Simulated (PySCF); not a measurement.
**RuO₃: relaxation and vibrations of the triplet**

Where does triplet RuO₃ go from a trigonal pyramidal start, is the end point a minimum, and what are its modes, charges and moments?

The runs use PySCF 2.14.0; PBE0, basis Ru def2-TZVP with ECP28, O def2-TZVP, scalar-relativistic core potentials, no spin–orbit coupling, density fitting.

## Step 1: The starting structure

4 atoms, charge 0, spin multiplicity 3.

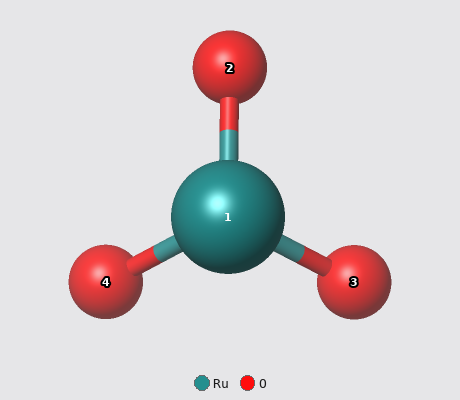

Start geometry, drawn with ruthenium teal, oxygen red; atoms are numbered from 1 in the order of the file.

Coordinates in bohr (charge 0 multiplicity 3):
```
Ru    0.0000    0.0000    0.0000
O     2.8531    0.0000    1.5171
O    -1.4266    2.4710    1.5171
O    -1.4266   -2.4710    1.5171
```

## Step 2: First SCF at the start

One driver script runs all steps and calls PySCF; scf.py shows how it sets up the SCF of each step. The optimiser is the driver's own. After this first run the driver tries any further starts and a stability analysis.

Contents of scf.py:

```python
from pyscf import gto, scf, dft
mol = gto.M(atom='''
Ru     0.000000     0.000000     0.000000
O      1.509800     0.000000     0.802800
O     -0.754900     1.307600     0.802800
O     -0.754900    -1.307600     0.802800''',
    basis={'Ru': 'def2-TZVP', 'O': 'def2-TZVP'},
    ecp={'Ru': 'def2-TZVP'},
    charge=0, spin=2)
mf = dft.UKS(mol, xc='PBE0')
mf.grids.atom_grid = (50, 194)
aux = {'Ru': 'def2-universal-JKFIT', 'O': 'def2-universal-JKFIT'}
mf = mf.density_fit(auxbasis=aux)
mf.conv_tol = 1e-08
mf.diis_space = 10
mf.max_cycle = 60
mf.init_guess = 'minao'
mf.verbose = 4
mf.kernel()
```

Command:

```bash
> OMP_NUM_THREADS=4 python axn.py task.json out
```

What it wrote:

```text
init E= -312.480411316652
[... the frontier-level lines of each cycle are left out ...]
cycle= 1 E= -320.085263630373  delta_E= -7.6  |g|= 0.733  |ddm|= 3.15
cycle= 2 E= -318.089678463378  delta_E=    2  |g|= 2.36  |ddm|= 1.68
cycle= 3 E= -320.167355205795  delta_E= -2.08  |g|= 0.59  |ddm|= 1.49
cycle= 4 E= -320.284854285983  delta_E= -0.117  |g|= 0.175  |ddm|= 0.375
cycle= 5 E= -320.26171217893  delta_E= 0.0231  |g|= 0.302  |ddm|= 0.229
cycle= 6 E= -320.297534001055  delta_E= -0.0358  |g|= 0.0295  |ddm|= 0.16
cycle= 7 E= -320.297980401525  delta_E= -0.000446  |g|= 0.0109  |ddm|= 0.0263
cycle= 8 E= -320.298152177253  delta_E= -0.000172  |g|= 0.00405  |ddm|= 0.0214
cycle= 9 E= -320.298221331832  delta_E= -6.92e-05  |g|= 0.00235  |ddm|= 0.0183
cycle= 10 E= -320.298237305554  delta_E= -1.6e-05  |g|= 0.00146  |ddm|= 0.00924
cycle= 11 E= -320.298241113891  delta_E= -3.81e-06  |g|= 0.00067  |ddm|= 0.00405
cycle= 12 E= -320.298242366157  delta_E= -1.25e-06  |g|= 0.000342  |ddm|= 0.00243
cycle= 13 E= -320.298242686576  delta_E= -3.2e-07  |g|= 9.52e-05  |ddm|= 0.00125
cycle= 14 E= -320.29824274041  delta_E= -5.38e-08  |g|= 4.06e-05  |ddm|= 0.000592
cycle= 15 E= -320.298242747669  delta_E= -7.26e-09  |g|= 2.99e-05  |ddm|= 0.000148
Extra cycle  E= -320.298242749373  delta_E= -1.7e-09  |g|= 7.03e-05  |ddm|= 9.18e-05
converged SCF energy = -320.298242749373  <S^2> = 2.0379714  2S+1 = 3.0252084
```

This step, with its further starts and checks, needed 16 s of wall time on 4 threads of Arm Neoverse V2, shared host.

The starts that the driver tried:

| start | energy (Eh) |
| --- | --- |
| the minimal-basis guess | -320.298243 |
| a thermally smeared density | -320.298243 |
| a smeared PBE density | -320.298243 |

The test of internal stability and the other starts found no lower solution of this spin.

## Step 3: Trigonal pyramidal start, triplet: relaxation

The program finds C3v symmetry in the start, which this walk keeps. Threshold on the gradient: 0.0003 Eh/bohr, with a further test on the energy change.

Edit scf.py of step 2 so:

```diff
@@ -3,4 +3,4 @@
-Ru     0.000000     0.000000     0.000000
-O      1.509800     0.000000     0.802800
-O     -0.754900     1.307600     0.802800
-O     -0.754900    -1.307600     0.802800''',
+Ru    -0.000000    -0.000000    -0.257004
+O      1.509843    -0.000000     0.545796
+O     -0.754922     1.307563     0.545796
+O     -0.754922    -1.307563     0.545796''',
@@ -17 +16,0 @@
-mf.init_guess = 'minao'
```

The optimiser's trace:

| step | energy (Eh) | change (kJ/mol) | largest symmetric gradient (Eh/bohr) |
| --- | --- | --- | --- |
| 0 | -320.298242 | 0.00 | 0.10884 |
| 1 | -320.330139 | -83.75 | 0.04133 |
| 2 | -320.337316 | -102.59 | 0.02292 |
| 3 | -320.339601 | -108.59 | 0.00587 |
| 4 | -320.340037 | -109.73 | 0.00551 |
| 5 | -320.340187 | -110.13 | 0.00122 |
| 6 | -320.340205 | -110.18 | 0.00032 |
| 7 | -320.340207 | -110.18 | 0.00005 |

The walk took 21 s.

Geometry (Å) and forces (eV/Å) at some steps, with the part that breaks the symmetry left in:

```
step 0
Ru   0.000   0.000  -0.257  -0.373   0.000   5.597
O    1.510   0.000   0.546  -0.160   0.000  -1.733
O   -0.755   1.308   0.546   0.267   0.046  -1.932
O   -0.755  -1.308   0.546   0.266  -0.047  -1.932
step 1
Ru   0.000   0.000  -0.079  -1.633   0.000   2.126
O    1.590   0.000   0.486   0.432   0.000  -0.324
O   -0.795   1.377   0.486   0.601   0.061  -0.901
O   -0.795  -1.377   0.486   0.601  -0.061  -0.901
step 4
Ru   0.000   0.000   0.144  -2.854   0.000   0.247
O    1.666   0.000   0.412   0.782   0.000   0.226
O   -0.833   1.443   0.412   1.036  -0.344  -0.236
O   -0.833  -1.443   0.412   1.036   0.344  -0.236
step 7
Ru   0.000   0.000   0.179  -3.013   0.003   0.003
O    1.668   0.000   0.401   1.138  -0.001   0.266
O   -0.834   1.444   0.401   0.937  -0.120  -0.135
O   -0.834  -1.444   0.401   0.938   0.119  -0.134
```

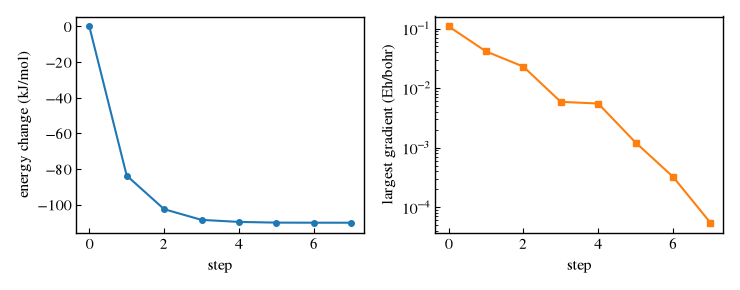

How energy and gradient fall.

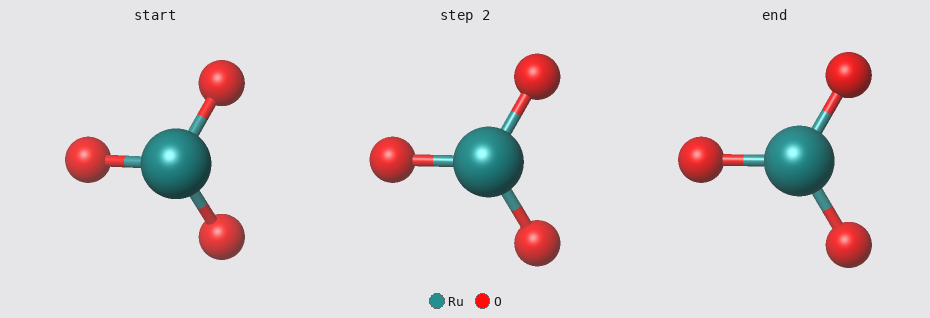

Start and end of the relaxation, with a step between.

End point (C3v, 7 steps, 110.2 kJ/mol gained): Ru–O 1.682 Å (×3); O–Ru–O 118.3° (×3). A gradient of 0.0586 Eh/bohr that breaks the symmetry is left: this electronic state wants a lower symmetry.

## Step 4: Relaxing without the symmetry constraint

The geometry is nudged along the force that breaks the symmetry.

The program finds Cs symmetry in the start, which may break. The walk stops when the largest gradient is under 0.0003 Eh/bohr and the energy has settled too.

Edit scf.py of step 3 so:

```diff
@@ -3,4 +3,4 @@
-Ru    -0.000000    -0.000000    -0.257004
-O      1.509843    -0.000000     0.545796
-O     -0.754922     1.307563     0.545796
-O     -0.754922    -1.307563     0.545796''',
+Ru    -0.032014     0.000001    -0.070853
+O      1.735650    -0.000015     0.171246
+O     -0.765834     1.434933     0.140096
+O     -0.765856    -1.434925     0.140063''',
```

Energy and gradient, step by step:

| step | energy (Eh) | change (kJ/mol) | largest gradient (Eh/bohr) |
| --- | --- | --- | --- |
| 0 | -320.338449 | 0.00 | 0.06366 |
| 1 | -320.345111 | -17.49 | 0.00989 |
| 2 | -320.345740 | -19.14 | 0.01012 |
| 3 | -320.345870 | -19.48 | 0.00094 |
| 4 | -320.345890 | -19.54 | 0.00038 |
| 5 | -320.345893 | -19.55 | 0.00024 |
| 6 | -320.345894 | -19.55 | 0.00010 |

The walk took 18 s.

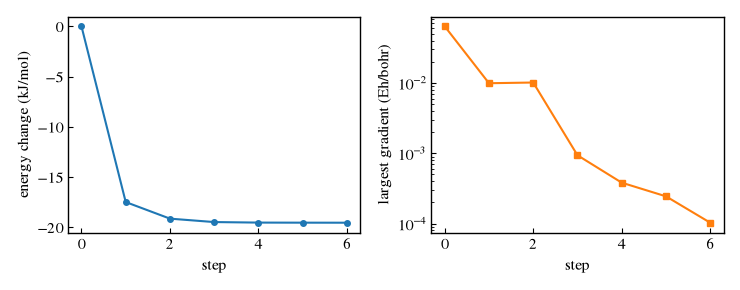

Energy and largest gradient along the walk.

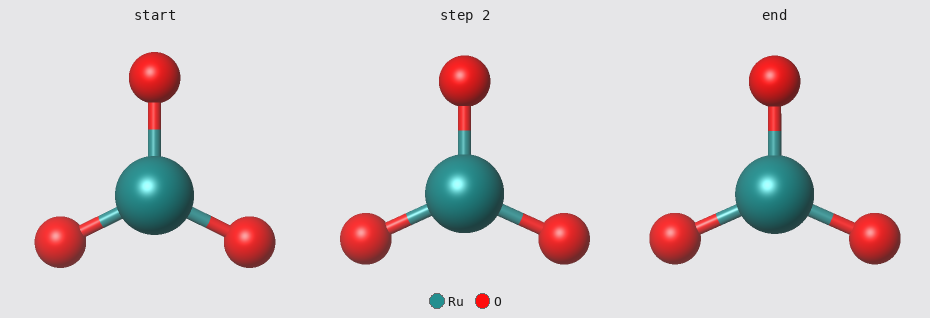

The geometry along the walk, at one scale.

End point (Cs, 6 steps, 19.5 kJ/mol gained): Ru–O 1.667 Å (×2), Ru–O 1.714 Å; O–Ru–O 113.8° (×2), O–Ru–O 130.7°.

## Step 5: Vibrations and properties at this point

The point is checked on the finer grid, and tightened if its gradient asks for it. The Hessian and the dipole derivatives come from central differences of analytic gradients, with steps of 0.02 bohr.

Edit scf.py of step 4 so:

```diff
@@ -3,4 +3,4 @@
-Ru    -0.032014     0.000001    -0.070853
-O      1.735650    -0.000015     0.171246
-O     -0.765834     1.434933     0.140096
-O     -0.765856    -1.434925     0.140063''',
+Ru    -0.035588     0.000001    -0.049144
+O      1.670587    -0.000017     0.112363
+O     -0.721237     1.514465     0.078137
+O     -0.721266    -1.514454     0.078091''',
@@ -11 +11 @@
-mf.grids.atom_grid = (50, 194)
+mf.grids.atom_grid = (75, 302)
@@ -14 +14 @@
-mf.conv_tol = 1e-08
+mf.conv_tol = 1e-10
```

This SCF starts from the last density.

SCF at the final geometry:

```text
init E= -320.345914282923
[... the frontier-level lines of each cycle are left out ...]
cycle= 1 E= -320.345914282485  delta_E= 4.38e-10  |g|= 3.71e-05  |ddm|= 2.66e-05
cycle= 2 E= -320.345914272005  delta_E= 1.05e-08  |g|= 0.000168  |ddm|= 9.6e-05
cycle= 3 E= -320.345914283067  delta_E= -1.11e-08  |g|= 3.67e-06  |ddm|= 8.17e-05
cycle= 4 E= -320.345914283082  delta_E= -1.49e-11  |g|= 3.55e-06  |ddm|= 2.9e-06
Extra cycle  E= -320.345914283114  delta_E= -3.25e-11  |g|= 7.96e-06  |ddm|= 1.18e-05
converged SCF energy = -320.345914283114  <S^2> = 2.0125558  2S+1 = 3.0083589
```

The whole step took 1.8 min.

Geometry: Cs; Ru–O 1.667 Å (×2), Ru–O 1.714 Å; O–Ru–O 113.7° (×2), O–Ru–O 130.6°.

Harmonic modes (main isotopes):

```csv
symmetry,ω (cm⁻¹),IR (km/mol),μ (u),type
a'',689i,1043,19.77,bend
a',77,37.2,21.75,bend
a',293,3.6,18.25,bend
a'',851,673,17.31,stretch
a',852,68.6,18.65,stretch
a',954,14.1,16.08,stretch
```

μ is the mass of the mode for normalised Cartesian displacements, not the reduced mass of the usual diatomic formula.

1 mode is imaginary, the largest at 689i cm⁻¹: a saddle point, not a minimum.

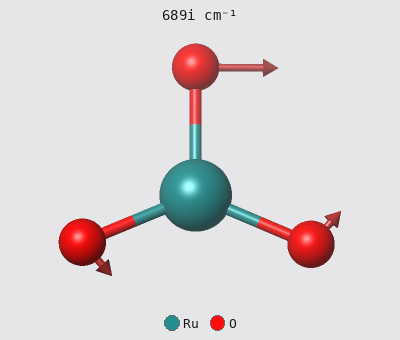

The imaginary mode, as arrows.

Constants and moments:

- Dipole moment: 1.05 D
- Highest occupied level: -8.26 eV
- Lowest empty level: -5.55 eV
- Rotational constants: 0.2717, 0.2279, 0.125 cm⁻¹
- Zero-point energy (real modes): 18.1 kJ/mol
- Principal polarisabilities: 26.5, 46.7, 93.0 bohr³
- Atomisation energy without zero-point energy: 1302 kJ/mol
- Principal traceless quadrupole moments about the centre of mass: -4.47, -3.16, 7.64 D Å
- Spin squared ⟨S²⟩: 2.013

Populations by atom (charges in e):

```csv
atom,Mulliken,Löwdin,polar tensor,spin (Mulliken),Mayer order to Ru1
Ru1,1.54,0.79,3.33,1.28,–
O2,-0.49,-0.26,-0.95,0.65,1.53
"O3,4",-0.52,-0.26,-1.19,0.03,1.64
```

Outer orbital energies (eV). α occupied: -13.90, -13.65, -11.17, -10.60, -10.60, -10.07, -9.58, -8.26; empty: -5.02, -2.40, -1.93, -0.12. β occupied: -14.34, -13.42, -12.58, -12.13, -10.41, -10.40, -9.97, -9.74; empty: -5.55, -4.52, -3.97, -1.93.

Mulliken populations on Ru1 (outside its core potential): s 2.30, p 6.24, d 5.88, f 0.05.

## Step 6: Downhill along the imaginary mode

The start is the last point, displaced along its most imaginary mode.

The program finds C1 symmetry in the start. The walk stops when the largest gradient is under 0.0003 Eh/bohr and the energy has settled too.

Edit scf.py of step 5 so:

```diff
@@ -3,4 +3,4 @@
-Ru    -0.035588     0.000001    -0.049144
-O      1.670587    -0.000017     0.112363
-O     -0.721237     1.514465     0.078137
-O     -0.721266    -1.514454     0.078091''',
+Ru    -0.035732     0.032504    -0.044394
+O      1.670442    -0.120018     0.117110
+O     -0.769264     1.470925     0.072828
+O     -0.673528    -1.557995     0.092897''',
@@ -11 +11 @@
-mf.grids.atom_grid = (75, 302)
+mf.grids.atom_grid = (50, 194)
@@ -14 +14 @@
-mf.conv_tol = 1e-10
+mf.conv_tol = 1e-08
```

Steps of the walk:

| step | energy (Eh) | change (kJ/mol) | largest gradient (Eh/bohr) |
| --- | --- | --- | --- |
| 0 | -320.342242 | 0.00 | 0.07592 |
| 1 | -320.346872 | -12.16 | 0.01012 |
| 2 | -320.347126 | -12.82 | 0.00417 |
| 3 | -320.347204 | -13.03 | 0.00217 |
| 4 | -320.347235 | -13.11 | 0.00215 |
| 5 | -320.347263 | -13.18 | 0.00101 |
| 6 | -320.347276 | -13.22 | 0.00038 |
| 7 | -320.347277 | -13.22 | 0.00016 |

The walk needed 22 s of wall time on 4 threads of Arm Neoverse V2, shared host.

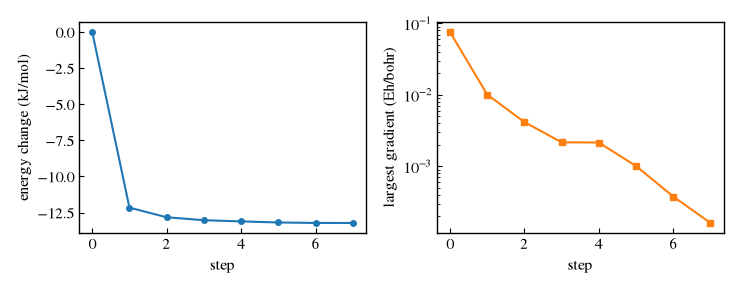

How energy and gradient fall.

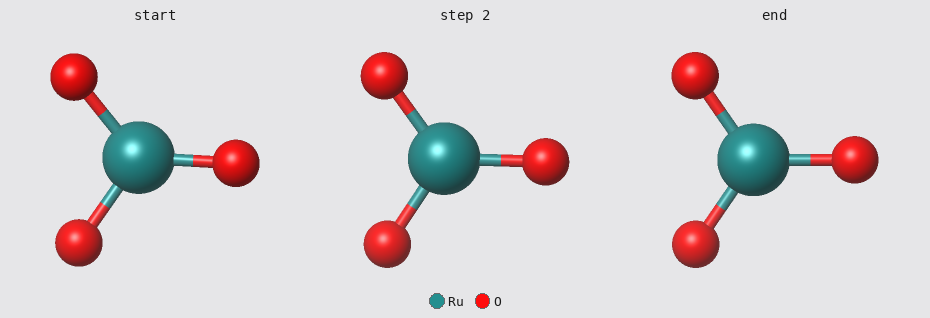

The geometry along the walk, at one scale.

End point (C2v, 7 steps, 13.2 kJ/mol gained): Ru–O 1.672 Å, Ru–O 1.695 Å (×2); O–Ru–O 111.0°, O–Ru–O 124.5° (×2).

## Step 7: Vibrations and properties at this point

The same treatment as at the point before.

Edit scf.py of step 6 so:

```diff
@@ -3,4 +3,4 @@
-Ru    -0.035732     0.032504    -0.044394
-O      1.670442    -0.120018     0.117110
-O     -0.769264     1.470925     0.072828
-O     -0.673528    -1.557995     0.092897''',
+Ru    -0.013183     0.022812    -0.000365
+O      1.676508    -0.109044     0.027130
+O     -0.849966     1.470769    -0.023556
+O     -0.742367    -1.507380    -0.001241''',
@@ -11 +11 @@
-mf.grids.atom_grid = (50, 194)
+mf.grids.atom_grid = (75, 302)
@@ -14 +14 @@
-mf.conv_tol = 1e-08
+mf.conv_tol = 1e-10
```

SCF at the final geometry:

```text
init E= -320.347268744925
[... the frontier-level lines of each cycle are left out ...]
cycle= 1 E= -320.347268744909  delta_E= 1.65e-11  |g|= 6.91e-06  |ddm|= 4.54e-06
Extra cycle  E= -320.347268744662  delta_E= 2.46e-10  |g|= 2.6e-05  |ddm|= 1.65e-05
converged SCF energy = -320.347268744662  <S^2> = 2.1791083  2S+1 = 3.1171194
```

The whole step took 57 s.

Geometry: C2v; Ru–O 1.673 Å, Ru–O 1.695 Å (×2); O–Ru–O 111.0°, O–Ru–O 124.5° (×2).

Harmonic modes (main isotopes):

```json
{"symmetry": "b1", "ω (cm⁻¹)": "100", "IR (km/mol)": "37.8", "μ (u)": "21.88", "type": "bend"}
{"symmetry": "b2", "ω (cm⁻¹)": "181", "IR (km/mol)": "16.0", "μ (u)": "18.83", "type": "bend"}
{"symmetry": "a1", "ω (cm⁻¹)": "325", "IR (km/mol)": "0.6", "μ (u)": "17.50", "type": "bend"}
{"symmetry": "b2", "ω (cm⁻¹)": "801", "IR (km/mol)": "114", "μ (u)": "18.15", "type": "stretch"}
{"symmetry": "a1", "ω (cm⁻¹)": "924", "IR (km/mol)": "39.5", "μ (u)": "16.66", "type": "stretch"}
{"symmetry": "a1", "ω (cm⁻¹)": "944", "IR (km/mol)": "90.1", "μ (u)": "18.68", "type": "stretch"}
```

μ is the mass of the mode for normalised Cartesian displacements, not the reduced mass of the usual diatomic formula.

Every mode is real; the point is a minimum.

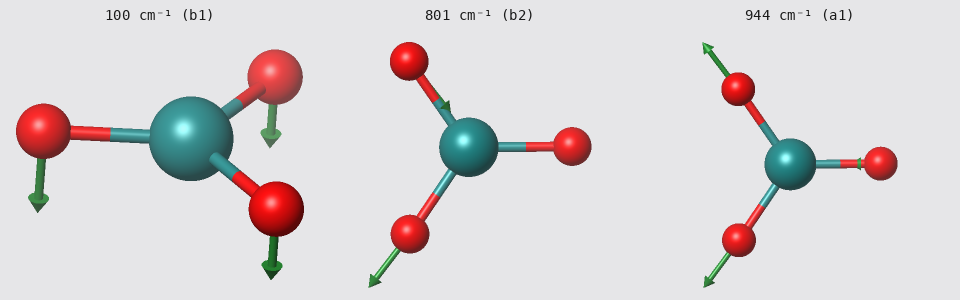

How the atoms move in 3 of the modes.

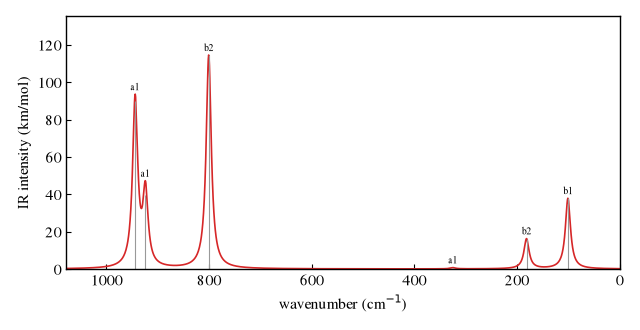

The harmonic infrared spectrum (widths in cm⁻¹). Lines are broadened to a width of 12 cm⁻¹ (Lorentzian).

Properties at this point:

* Dipole moment: 0.72 D
* Highest occupied level: -8.34 eV
* Lowest empty level: -5.50 eV
* Rotational constants: 0.27, 0.2275, 0.1235 cm⁻¹
* Zero-point energy: 19.6 kJ/mol
* Principal polarisabilities: 26.3, 47.6, 51.2 bohr³
* Atomisation energy without zero-point energy: 1305 kJ/mol
* Principal traceless quadrupole moments about the centre of mass: -4.25, -3.62, 7.87 D Å
* Entropy at 298.15 K and 1 bar (electronic part: spin only): 310.1 J/(mol K)
* Heat capacity Cp at 298.15 K: 62.5 J/(mol K)
* Enthalpy at 298.15 K above 0 K: 14.87 kJ/mol
* Rotational symmetry number: 2
* Spin squared ⟨S²⟩: 2.179

Charges (e) and bond orders:

| atom | Mulliken | Löwdin | polar tensor | spin (Mulliken) | Mayer order to Ru1 |
| --- | --- | --- | --- | --- | --- |
| Ru1 | 1.52 | 0.78 | 1.59 | 1.31 | – |
| O2,4 | -0.51 | -0.27 | -0.52 | 0.52 | 1.58 |
| O3 | -0.50 | -0.24 | -0.56 | -0.35 | 1.59 |

Mulliken populations on Ru1 (outside its core potential): s 2.31, p 6.22, d 5.91, f 0.04.

## Step 8: The points found, side by side

| spin | group | bonds | imaginary modes (cm⁻¹) | ΔE (kJ/mol) | with zero-point energy |
| --- | --- | --- | --- | --- | --- |
| triplet | C2v | Ru–O 1.673 Å, Ru–O 1.695 Å (×2) | none | 0.0 | 0.0 |
| triplet | Cs | Ru–O 1.667 Å (×2), Ru–O 1.714 Å | 689i | 3.6 | – |

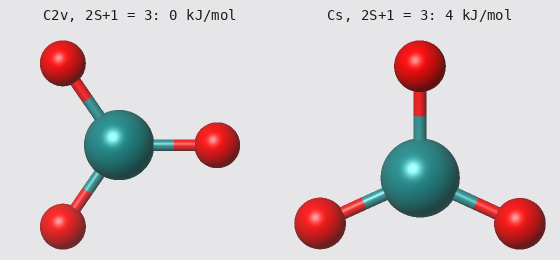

The points, lowest first (ruthenium teal, oxygen red).

## Step 9: Summary of results

```
                                          quantity                                                               value
                                           minimum                                                        triplet, C2v
                                          geometry  Ru–O 1.673 Å, Ru–O 1.695 Å (×2); O–Ru–O 111.0°, O–Ru–O 124.5° (×2)
                                wavenumbers (cm⁻¹)          100 (b1), 181 (b2), 325 (a1), 801 (b2), 924 (a1), 944 (a1)
                                     dipole moment                                                              0.72 D
highest occupied, lowest empty level (either spin)                                                     -8.34, -5.50 eV
                        polar-tensor charge of Ru1                                                             +1.59 e
                                 zero-point energy                                                         19.6 kJ/mol
                               entropy at 298.15 K                                                     310.1 J/(mol K)
         atomisation energy (no zero-point energy)                                                         1305 kJ/mol
                                              ⟨S²⟩                                                               2.179
```

From C3v at the start the molecule goes to a C2v minimum, after a stop at a saddle point 3.6 kJ/mol higher, from which it was pushed off along an imaginary mode. In the infrared the band at 801 cm⁻¹ (b2, stretch) leads. Most of the spin sits on Ru1 (Mulliken spin 1.31, against 2 for the whole molecule). Other starts or spin states, not run here, may lie lower. Open d and f shells are described by one determinant, and the ground state may have another occupation or spin.

The search up to here took 4 min.
